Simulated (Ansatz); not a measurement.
# Ta wire along [111], 37 atoms a period: bands along the axis

Aim: is the Ta wire along [111], 37 atoms a period a metal or a semiconductor?

Main program and level: Ansatz 0.2.0; DFT PBE, plane waves, PAW; relaxation of a wire's period; PAW set soft_1, in the first sound run; inputs show where later runs differ.

**1. Starting point**

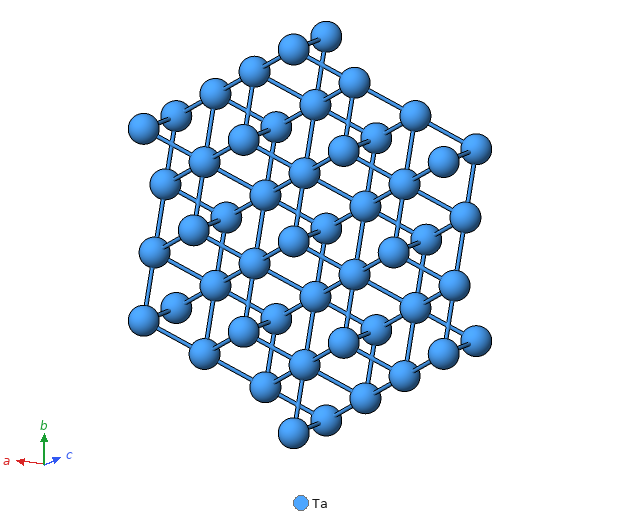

Start, viewed at a slant to the c axis; tantalum blue. Some periodic images of atoms are drawn too.

The cell holds 37 atoms: 37 Ta. Cell: a = 20.886 Å, b = 23.065 Å, c = 2.875 Å, α = 90.0°, β = 90.0°, γ = 90.0°. Vacuum lies along a and b. The structure's axis is c.

**2. Relaxation of atoms and period**

Band widths follow the bond lengths, so the wire is relaxed first. The atoms and the third cell vector are free; the box across stays fixed as vacuum. A Fermi-Dirac smearing is set since the result may be a metal. The pressure printed is a third of the stress's trace over the whole box, vacuum included; only the stress along the axis is relaxed.

Input file input.yaml:

```yaml
crystal:
  lattice:
    - [20.886, 0.0, 0.0]
    - [0.0, 23.065, 0.0]
    - [0.0, 0.0, 2.8752043406]
  atoms:
    - { symbol: Ta, position: [0.162788471, 0.323700541, 0.0] }
    - { symbol: Ta, position: [0.162788471, 0.676282633, 0.0] }
    - { symbol: Ta, position: [0.275188859, 0.499991587, 0.0] }
    - { symbol: Ta, position: [0.387589248, 0.676282633, 0.0] }
    - { symbol: Ta, position: [0.499989636, 0.499991587, 0.0] }
    - { symbol: Ta, position: [0.499989636, 0.852573678, 0.0] }
    - { symbol: Ta, position: [0.612390025, 0.676282633, 0.0] }
    - { symbol: Ta, position: [0.162788471, 0.441227905, 0.333333333] }
    - { symbol: Ta, position: [0.275188859, 0.264936859, 0.333333333] }
    - { symbol: Ta, position: [0.275188859, 0.617518951, 0.333333333] }
    - { symbol: Ta, position: [0.387589248, 0.441227905, 0.333333333] }
    - { symbol: Ta, position: [0.387589248, 0.793809996, 0.333333333] }
    - { symbol: Ta, position: [0.499989636, 0.264936859, 0.333333333] }
    - { symbol: Ta, position: [0.499989636, 0.617518951, 0.333333333] }
    - { symbol: Ta, position: [0.612390025, 0.441227905, 0.333333333] }
    - { symbol: Ta, position: [0.612390025, 0.793809996, 0.333333333] }
    - { symbol: Ta, position: [0.724790413, 0.264936859, 0.333333333] }
    - { symbol: Ta, position: [0.724790413, 0.617518951, 0.333333333] }
    - { symbol: Ta, position: [0.837190802, 0.441227905, 0.333333333] }
    - { symbol: Ta, position: [0.162788471, 0.558755269, 0.666666667] }
    - { symbol: Ta, position: [0.275188859, 0.382464223, 0.666666667] }
    - { symbol: Ta, position: [0.275188859, 0.735046314, 0.666666667] }
    - { symbol: Ta, position: [0.387589248, 0.206173177, 0.666666667] }
    - { symbol: Ta, position: [0.387589248, 0.558755269, 0.666666667] }
    - { symbol: Ta, position: [0.499989636, 0.382464223, 0.666666667] }
    - { symbol: Ta, position: [0.499989636, 0.735046314, 0.666666667] }
    - { symbol: Ta, position: [0.612390025, 0.206173177, 0.666666667] }
    - { symbol: Ta, position: [0.612390025, 0.558755269, 0.666666667] }
    - { symbol: Ta, position: [0.724790413, 0.382464223, 0.666666667] }
    - { symbol: Ta, position: [0.724790413, 0.735046314, 0.666666667] }
    - { symbol: Ta, position: [0.837190802, 0.558755269, 0.666666667] }
    - { symbol: Ta, position: [0.387589248, 0.323700541, 0.0] }
    - { symbol: Ta, position: [0.499989636, 0.147409495, 0.0] }
    - { symbol: Ta, position: [0.612390025, 0.323700541, 0.0] }
    - { symbol: Ta, position: [0.724790413, 0.499991587, 0.0] }
    - { symbol: Ta, position: [0.837190802, 0.323700541, 0.0] }
    - { symbol: Ta, position: [0.837190802, 0.676282633, 0.0] }
kpoints:
  mp_grid: { grid: [1, 1, 28] }
scf:
  occupations: { method: fermi_dirac, width: 0.05 }
hamiltonian:
  xc: pbe
  pseudopotentials: { kind: paw, azcp: { folder: soft_1 } }
relax:
  cell: { fix: [a, b, alpha, beta, gamma] }
  max_steps: 45
  f_tol: 0.03
```

The run is started by

```
ansatz run input.yaml --threads 16 --pin off --max-ram 61440MiB --backend cuda --events-out ev --progress --plain --runs-dir out --max-vram 78GiB
```

Numbers of over 12 decimals in the logs are rounded to 6 here.

The log of the run:

```text
Engine: ansatz 0.2.0, aarch64-unknown-linux-gnu
Pseudopotentials: kind: paw
Pseudopotential: Ta, paw, valence charge 13, recommended cutoff 420 eV (normal), soft_1/Ta.paw.azcp
Functional definition: PBE
  parameter kappa = 0.804
  parameter beta = 0.066725
  exchange = pbe_x(kappa = kappa, mu = beta*pi^2/3)
  correlation = pbe_c(beta = beta)
[...]
Crystal: 37 atoms, lattice volume = 1385.088 Å³
Basis set: ecut = 420 eV, 27053 PW (Γ), exchange–correlation on 288×320×40 points (8 copies of the dense FFT grid, shifted against one another)
Bands: 289, of which v1, the nominal top of the filled ones, is band 241 counted from 1 (240 counted from 0)
Symmetry: 4 space group operations
Space group: P2/m (ITA 10), of the structure as read, at distance tolerance 1.1e-4 Å
k-points: 15 of 28
Non-local potential: Ta, projectors of the file, l = 0: 3, l = 1: 2, l = 2: 2, l = 3: 1
PAW form: soft (Blöchl's): semilocal exchange-correlation on the pseudo side does not see the compensation charge
PAW one-centre angular grid: Ta, 590 points (default); XC on 64 Gauss nodes
Initial density: superposition of atomic densities (neutral atoms: chi_scale 0, normalization atom)
Initial wavefunctions: pseudopotential atomic-orbital guess
[...]
Functional: x = pbe(κ = 0.804, μ = 0.219515), c = pbe(β = 0.066725)
SCF iter   1: F=—  HF=-367535.553681 eV  |F-HF|=—  |Δ(HF+E_count)|=         —  Δρ=4.83e-2  dr2=7.10e2  ethr=3.10e-3  ⟨swp⟩=10.9  Hψ=20441  notcnv=0  defer=83
preconditioner: auto → LDOS  [metal: Δε(μ)=0.008 eV  Ē_g=4.175 eV  σ=0.050 eV  W_gap=0.04  n_scr=248 (ndim 8)  ℏωp=13.6 eV  f_vac=0.399  D(μ)=34.49/eV (n_scr^D=172)  β→1.0]
SCF iter   2: F=—  HF=-367531.835679 eV  |F-HF|=—  |Δ(HF+E_count)|=    3.72e0  Δρ=5.58e-2  dr2=1.48e3  ethr=3.10e-3  ⟨swp⟩=7.5  Hψ=13522  notcnv=0  defer=317
[...]
SCF iter  12: F=-367504.062135 eV  HF=-367504.062135 eV  |F-HF|=8.56e-9  |Δ(HF+E_count)|=   7.00e-8  Δρ=8.34e-7  dr2=2.56e-8  ethr=2.08e-11  ⟨swp⟩=5.0  Hψ=13991  notcnv=0
SCF 1 converged in 12 iterations: F = -367504.062135 eV  dr2 = 2.56e-8
  greatest PAW one-centre occupation: 0.999 electrons in one spin orbital (limit 2), on the Ta atom at site 33 (counted from 0), in its partial waves of l = 0
relax step   1: F+E_penalty+E_count = -367504.06213482 eV  Δ(F+E_penalty+E_count) = +0.000e0 eV  max|allowed force component| = 1.511e0 eV/Å  Δτ_max = 0.0000 Å  P = -4.533 GPa  Ω = 1385.088 Å³  fix = [a, b, alpha, beta, gamma]  reactions: a -4.204, b -4.230 GPa; alpha +0.001 GPa/rad  (12 SCF iters, dr2 threshold 1.00e-7 eV, accepted)
[...]
Crystal: 37 atoms, lattice volume = 1330.558 Å³
Basis set: ecut = 420 eV, 26097 PW (Γ), exchange–correlation on 288×320×40 points (8 copies of the dense FFT grid, shifted against one another)
[...]
iter 1 solved again at ethr=2.29e-3 eV; its pass at ethr=3.10e-3 eV (dr2=1.10e1 eV) is discarded
SCF iter   1: F=—  HF=-367506.341006 eV  |F-HF|=—  |Δ(HF+E_count)|=         —  Δρ=1.24e-2  dr2=1.12e1  ethr=2.29e-3  ⟨swp⟩=4.4  Hψ=21766  notcnv=0  defer=3
preconditioner: auto → LDOS  [metal: Δε(μ)=0.002 eV  Ē_g=3.765 eV  σ=0.050 eV  W_gap=0.01  n_scr=216 (ndim 8)  ℏωp=13.8 eV  f_vac=0.422  D(μ)=42.77/eV (n_scr^D=258)  β→1.0]
SCF iter   2: F=—  HF=-367505.742428 eV  |F-HF|=—  |Δ(HF+E_count)|=   5.99e-1  Δρ=7.81e-3  dr2=3.86e0  ethr=2.29e-3  ⟨swp⟩=3.7  Hψ=7548  notcnv=0  defer=125
[...]
SCF iter   8: F=-367505.237709 eV  HF=-367505.237710 eV  |F-HF|=6.63e-7  |Δ(HF+E_count)|=   7.57e-7  Δρ=5.82e-6  dr2=1.65e-6  ethr=7.69e-10  ⟨swp⟩=5.0  Hψ=14957  notcnv=0
SCF 2 converged in 8 iterations: F = -367505.237709 eV  dr2 = 1.65e-6
  greatest PAW one-centre occupation: 0.999 electrons in one spin orbital (limit 2), on the Ta atom at site 25 (counted from 0), in its partial waves of l = 0
relax step   2: F+E_penalty+E_count = -367505.23770913 eV  Δ(F+E_penalty+E_count) = -1.176e0 eV  max|allowed force component| = 8.962e-1 eV/Å  Δτ_max = 0.1949 Å  P = +1.892 GPa  Ω = 1330.558 Å³  energy of the carried Pulay correction = +5.775e-3 eV  fix = [a, b, alpha, beta, gamma]  reactions: a +1.318, b +1.295 GPa; alpha +0.006 GPa/rad  (8 SCF iters, dr2 threshold 3.70e-6 eV, accepted)
[...]
Crystal: 37 atoms, lattice volume = 1354.952 Å³
[...]
SCF 3 converged in 7 iterations: F = -367505.634176 eV  dr2 = 2.49e-6
[...]
SCF 4 converged in 6 iterations: F = -367505.676571 eV  dr2 = 1.99e-6
[...]
SCF 5 converged in 7 iterations: F = -367505.688144 eV  dr2 = 2.30e-7
[...]
SCF 6 converged in 6 iterations: F = -367505.685251 eV  dr2 = 1.23e-10
[...]
SCF converged after 6 iterations
[...]
--- Relaxed structure (5 steps of the walk, 5 accepted, 1 SCFs on fresh bases) ---
  F+E_penalty+E_count = -367505.68525143 eV   max|allowed force component| = 2.075e-2 eV/Å   (the final SCF, on the basis selected at the relaxed cell)
  cell:  # Å, volume = 1356.8878 Å³
    - [20.886, 0.0, 0.0]
    - [0.0, 23.065, 0]
    - [0.0, 0, 2.816665]
  atoms:
    - { symbol: Ta, position: [0.170912, 0.328050, 0.017183] }
    - { symbol: Ta, position: [0.170912, 0.671950, -0.017183] }
    - { symbol: Ta, position: [0.274571, 0.5, 0] }
    - { symbol: Ta, position: [0.387395, 0.676469, 0.000153418] }
    - { symbol: Ta, position: [0.499990, 0.5, 0] }
    - { symbol: Ta, position: [0.499990, 0.843929, 0.017251] }
    - { symbol: Ta, position: [0.612584, 0.676469, 0.000153418] }
    - { symbol: Ta, position: [0.165960, 0.440922, 0.350590] }
    - { symbol: Ta, position: [0.276615, 0.267923, 0.350104] }
    - { symbol: Ta, position: [0.276411, 0.616747, 0.328631] }
    - { symbol: Ta, position: [0.387302, 0.441177, 0.331225] }
    - { symbol: Ta, position: [0.389624, 0.791153, 0.350544] }
    - { symbol: Ta, position: [0.499990, 0.266446, 0.328073] }
    - { symbol: Ta, position: [0.499990, 0.617691, 0.331471] }
    - { symbol: Ta, position: [0.612677, 0.441177, 0.331225] }
    - { symbol: Ta, position: [0.610355, 0.791153, 0.350544] }
    - { symbol: Ta, position: [0.723364, 0.267923, 0.350104] }
    - { symbol: Ta, position: [0.723568, 0.616747, 0.328631] }
    - { symbol: Ta, position: [0.834019, 0.440922, 0.350590] }
    - { symbol: Ta, position: [0.165960, 0.559078, 0.649410] }
    - { symbol: Ta, position: [0.276411, 0.383253, 0.671369] }
    - { symbol: Ta, position: [0.276615, 0.732077, 0.649896] }
    - { symbol: Ta, position: [0.389624, 0.208847, 0.649456] }
    - { symbol: Ta, position: [0.387302, 0.558823, 0.668775] }
    - { symbol: Ta, position: [0.499990, 0.382309, 0.668529] }
    - { symbol: Ta, position: [0.499990, 0.733554, 0.671927] }
    - { symbol: Ta, position: [0.610355, 0.208847, 0.649456] }
    - { symbol: Ta, position: [0.612677, 0.558823, 0.668775] }
    - { symbol: Ta, position: [0.723568, 0.383253, 0.671369] }
    - { symbol: Ta, position: [0.723364, 0.732077, 0.649896] }
    - { symbol: Ta, position: [0.834019, 0.559078, 0.649410] }
    - { symbol: Ta, position: [0.387395, 0.323531, -0.000153418] }
    - { symbol: Ta, position: [0.499990, 0.156071, -0.017251] }
    - { symbol: Ta, position: [0.612584, 0.323531, -0.000153418] }
    - { symbol: Ta, position: [0.725408, 0.5, 0] }
    - { symbol: Ta, position: [0.829067, 0.328050, 0.017183] }
    - { symbol: Ta, position: [0.829067, 0.671950, -0.017183] }
```

It took 13 s on 1 × NVIDIA GB200 with 16 threads of Arm Neoverse V2, shared host; peak memory 1.6 GiB; 1.7 min of CPU time.

Relaxation path:

| step | energy less that of the first step (eV) | largest force component (eV/Å) | pressure (GPa) | volume (Å³) |
| --- | --- | --- | --- | --- |
| 1 | 0.0000 | 1.5106 | -4.53 | 1385.09 |
| 2 | -1.1756 | 0.8962 | 1.89 | 1330.56 |
| 3 | -1.5720 | 0.3006 | -0.26 | 1354.95 |
| 4 | -1.6144 | 0.1060 | -0.13 | 1354.17 |
| 5 | -1.6260 | 0.0208 | -0.02 | 1356.89 |
| 6 | -1.6231 | 0.0207 | -0.02 | 1356.89 |

The log counts 1 steps on a newly chosen plane-wave basis, not all of them marked here; energy and pressure can jump at such steps.

Forces are held to the 4 operations that the run works with; a distortion that breaks them can't arise in this run.

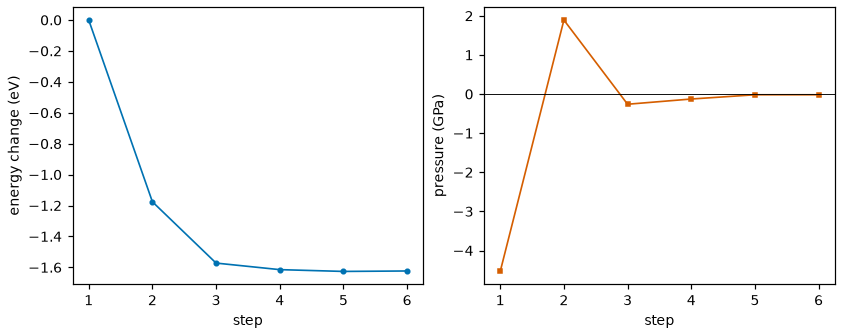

Energy and pressure along the relaxation.

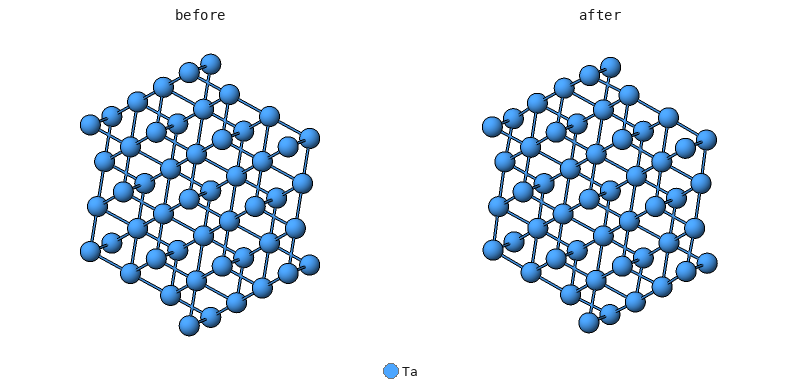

The structure before and after the relaxation, drawn at the same scale.

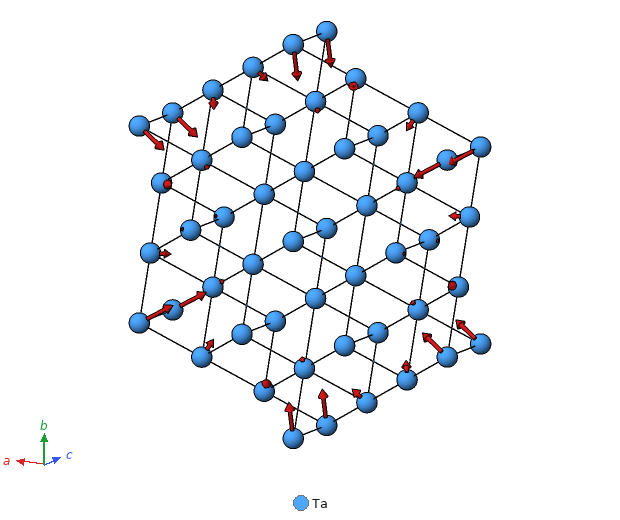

Displacements in the relaxation, exaggerated, measured against the changing cell; the longest in the cell stands for 0.21 Å. Some periodic images of atoms are drawn too.

| cell as run | before | after | change |
| --- | --- | --- | --- |
| c (Å) | 2.875 | 2.817 | -2.0 % |

The atoms that moved most (Å, along periodic axes as changes of fractional coordinates times the final cell, across vacuum about the mean position):

| atom | dx | dy | dz | length |
| --- | --- | --- | --- | --- |
| Ta33 | 0.000 | 0.200 | -0.049 | 0.205 |
| Ta6 | 0.000 | -0.200 | 0.049 | 0.205 |
| Ta37 | -0.170 | -0.100 | -0.048 | 0.203 |
| Ta36 | -0.170 | 0.100 | 0.048 | 0.203 |
| Ta2 | 0.170 | -0.100 | -0.048 | 0.203 |
| Ta1 | 0.170 | 0.100 | 0.048 | 0.203 |
| Ta27 | -0.043 | 0.061 | -0.048 | 0.089 |
| Ta23 | 0.043 | 0.061 | -0.048 | 0.089 |

This step gave:

- energy at zero smearing: -367505.5083 eV
- cell length along the wire: 2.817 Å

The cell's length comes to 2.817 Å with spin left out.

**3. The wire at its relaxed period**

This step: DFT PBE, plane waves, PAW; bands of a perfect wire; PAW set soft_1 (Ansatz 0.2.0).

At the relaxed period the bands are computed along the axis; those that cross an energy going forward count the channels that a perfect wire would open there.

Input file input.yaml:

```yaml
crystal:
  lattice:
    - [20.886, 0.0, 0.0]
    - [0.0, 23.065, 0.0]
    - [0.0, 0.0, 2.8166649569]
  atoms:
    - { symbol: Ta, position: [0.170912145, 0.328049821, 0.017182696] }
    - { symbol: Ta, position: [0.170912145, 0.671950179, 0.982817304] }
    - { symbol: Ta, position: [0.274571151, 0.5, 0.0] }
    - { symbol: Ta, position: [0.387394796, 0.676469438, 0.000153418] }
    - { symbol: Ta, position: [0.499989636, 0.5, 0.0] }
    - { symbol: Ta, position: [0.499989636, 0.84392911, 0.017251412] }
    - { symbol: Ta, position: [0.612584476, 0.676469438, 0.000153418] }
    - { symbol: Ta, position: [0.16595978, 0.440921573, 0.350589631] }
    - { symbol: Ta, position: [0.276615421, 0.26792299, 0.350103607] }
    - { symbol: Ta, position: [0.276411161, 0.616746572, 0.328630898] }
    - { symbol: Ta, position: [0.387302325, 0.441177142, 0.331225124] }
    - { symbol: Ta, position: [0.389624224, 0.791152874, 0.350544151] }
    - { symbol: Ta, position: [0.499989636, 0.266446161, 0.328072945] }
    - { symbol: Ta, position: [0.499989636, 0.617690712, 0.331471394] }
    - { symbol: Ta, position: [0.612676948, 0.441177142, 0.331225124] }
    - { symbol: Ta, position: [0.610355049, 0.791152874, 0.350544151] }
    - { symbol: Ta, position: [0.723363852, 0.26792299, 0.350103607] }
    - { symbol: Ta, position: [0.723568111, 0.616746572, 0.328630898] }
    - { symbol: Ta, position: [0.834019493, 0.440921573, 0.350589631] }
    - { symbol: Ta, position: [0.16595978, 0.559078427, 0.649410369] }
    - { symbol: Ta, position: [0.276411161, 0.383253428, 0.671369102] }
    - { symbol: Ta, position: [0.276615421, 0.73207701, 0.649896393] }
    - { symbol: Ta, position: [0.389624224, 0.208847126, 0.649455849] }
    - { symbol: Ta, position: [0.387302325, 0.558822858, 0.668774876] }
    - { symbol: Ta, position: [0.499989636, 0.382309288, 0.668528606] }
    - { symbol: Ta, position: [0.499989636, 0.733553839, 0.671927055] }
    - { symbol: Ta, position: [0.610355049, 0.208847126, 0.649455849] }
    - { symbol: Ta, position: [0.612676948, 0.558822858, 0.668774876] }
    - { symbol: Ta, position: [0.723568111, 0.383253428, 0.671369102] }
    - { symbol: Ta, position: [0.723363852, 0.73207701, 0.649896393] }
    - { symbol: Ta, position: [0.834019493, 0.559078427, 0.649410369] }
    - { symbol: Ta, position: [0.387394796, 0.323530562, 0.999846582] }
    - { symbol: Ta, position: [0.499989636, 0.15607089, 0.982748588] }
    - { symbol: Ta, position: [0.612584476, 0.323530562, 0.999846582] }
    - { symbol: Ta, position: [0.725408121, 0.5, 0.0] }
    - { symbol: Ta, position: [0.829067127, 0.328049821, 0.017182696] }
    - { symbol: Ta, position: [0.829067127, 0.671950179, 0.982817304] }
kpoints:
  mp_grid: { grid: [1, 1, 29] }
  band_path: { path: ["Γ", Z], npoints: 90 }
scf:
  occupations: { method: fermi_dirac, width: 0.05 }
hamiltonian:
  xc: pbe
  pseudopotentials: { kind: paw, azcp: { folder: soft_1 } }
output:
  dos: { e_range: [-5, 4] }
  write_potential: true
  write_density: true
  volumetric_format: npy
```

The log of the run:

```text
[...]
Crystal: 37 atoms, lattice volume = 1356.888 Å³
Basis set: ecut = 420 eV, 26577 PW (Γ)
Bands: 289, of which v1, the nominal top of the filled ones, is band 241 counted from 1 (240 counted from 0)
[... 1 set-up line as in the run before ...]
[...]
k-points: 15 of 29
[...]
SCF iter   1: F=—  HF=-367537.435284 eV  |F-HF|=—  |Δ(HF+E_count)|=         —  Δρ=4.81e-2  dr2=6.20e2  ethr=3.10e-3  ⟨swp⟩=10.1  Hψ=20951  notcnv=0  defer=85
[...]
SCF iter   6: F=—  HF=-367505.690177 eV  |F-HF|=—  |Δ(HF+E_count)|=   9.89e-3  Δρ=4.36e-4  dr2=1.37e-2  ethr=1.14e-4  ⟨swp⟩=1.9  Hψ=4292  notcnv=0  defer=292
[...]
SCF iter  10: F=—  HF=-367505.684049 eV  |F-HF|=—  |Δ(HF+E_count)|=   1.03e-6  Δρ=6.47e-6  dr2=7.07e-6  ethr=2.31e-8  ⟨swp⟩=1.4  Hψ=4072  notcnv=0  defer=292
[...]
SCF iter  12: F=-367505.687096 eV  HF=-367505.687096 eV  |F-HF|=1.78e-8  |Δ(HF+E_count)|=   4.28e-8  Δρ=8.03e-7  dr2=3.16e-8  ethr=2.08e-11  ⟨swp⟩=20.9  Hψ=18212  notcnv=0
SCF 1 converged in 12 iterations: F = -367505.687096 eV  dr2 = 3.16e-8
[...]
NSCF: frozen V_eff on 91 k-points
[...]
SCF converged after 12 iterations
[...]
```

Elapsed: 11 s, on 1 × NVIDIA GB200 with 16 threads; peak memory 3.1 GiB.

This step gave:

| Item | Value |
| --- | --- |
| energy at zero smearing | -367505.5112 eV |
| band gap | 0 eV |

The electronic bands at the labelled points (eV, zero at the Fermi level; # counts the bands kept):

| point | #46 | #47 | #48 | #49 | #50 | #51 | #52 | #53 |
| --- | --- | --- | --- | --- | --- | --- | --- | --- |
| Γ | -0.24 | -0.11 | -0.08 | 0.02 | 0.06 | 0.08 | 0.08 | 0.13 |
| Z | 0.31 | 0.31 | 0.31 | 0.41 | 0.54 | 0.54 | 0.68 | 0.81 |

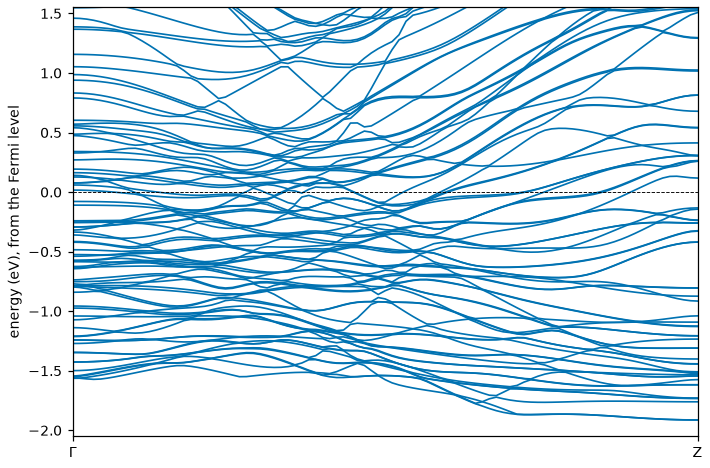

Electronic bands along the path.

Between Γ and Z the bands cross the Fermi level 21 times, so a perfect wire would conduct at least 21 G₀, with spin left out.

**4. Summary of results**

```
cell length, PBE                                            : 2.817 Å
ballistic conductance by band crossings, a lower bound, PBE : 21 G₀
```

What this shows: Under PBE the cell's length is 2.82 Å, and the bands cross the Fermi level 21 times between Γ and Z, which gives a perfect wire at least 21 G₀ (opposite crossings within one step of the path cancel in such a count). No spin was allowed, though thin wires with open d shells can turn magnetic. Spin-orbit coupling is left out, which matters for the bands of heavy atoms.

[Logs are printed without paths, hosts, clocks, repeated set-up lines and the standing remarks that a program may print on its own settings, such as how far it seeks lower states.]

[Hosts, paths, dates, database ids (printed as entryN), source tags and the programs' standing remarks are cut or masked in the printed files.]
